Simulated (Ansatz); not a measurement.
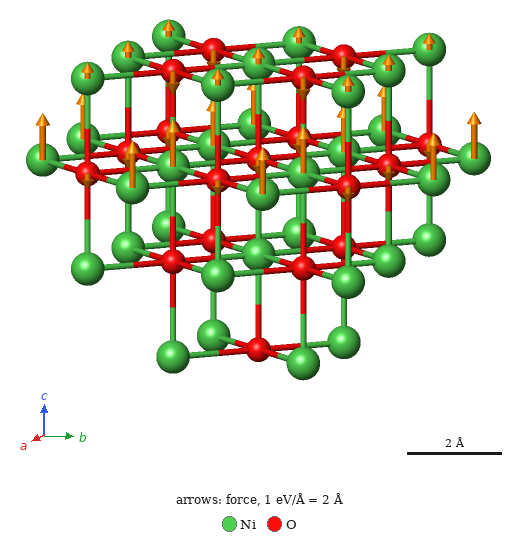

Starting geometry of a slab of composition NiO (cut from the Fm-3m phase) with the computed forces as orange arrows. The picture is a ball-and-stick view of the atoms within 5.0 Å of the atom that moves most (axes of the 3 × 2 repeat of the cell, outlined in the plane, without the vacuum), seen slightly off an axis.

Case: clean slab, lower half held. The slab is the (1 0 0) face of NiO. 4 atoms are held fixed.

All numbers below come from Ansatz 0.2.0, DFT PBEsol, scalar-relativistic, plane waves, PAW. (plane-wave cutoff 420 eV; k-point mesh 10 × 10 × 1; occupations gaussian; smearing width 0.1 eV; collinear spin; dipole correction; atoms relaxed in a fixed cell; force threshold 0.03 eV/Å; at most 70 steps)

> What follows when this structure is relaxed?

It isn't relaxed: the largest force vector, on a Ni atom, is 0.51 eV/Å. The final displacements follow the starting forces only in part (cosine between the two patterns 0.62). The largest move is that of an O atom, 0.13 Å along the normal (−c). Largest moves by element: O 0.13 Å, Ni 0.06 Å. The lattice vectors keep their values. Among the contacts that change: Ni–O 2.058 → 2.246 Å, Ni–O 2.058 → 1.928 Å, Ni–O 2.058 → 1.990 Å, Ni–O 2.058 → 2.090 Å. Among the angles between lasting bonds that change: O–Ni–O 180.0° → 171.0°, Ni–O–Ni 180.0° → 171.0°, Ni–O–Ni 180.0° → 174.7°. Over 5 accepted moves (6 points after the start) the energy falls by 0.216 eV per cell of the calculation. The largest force component goes from 0.51 to 0.028 eV/Å. The line search rejected the trial step at point 5 of the run. The program noted that the starting moments weren't kept. Cost: 6.1 min on 2 threads of Arm Neoverse V2 (shared host), peak memory 0.75 GiB.
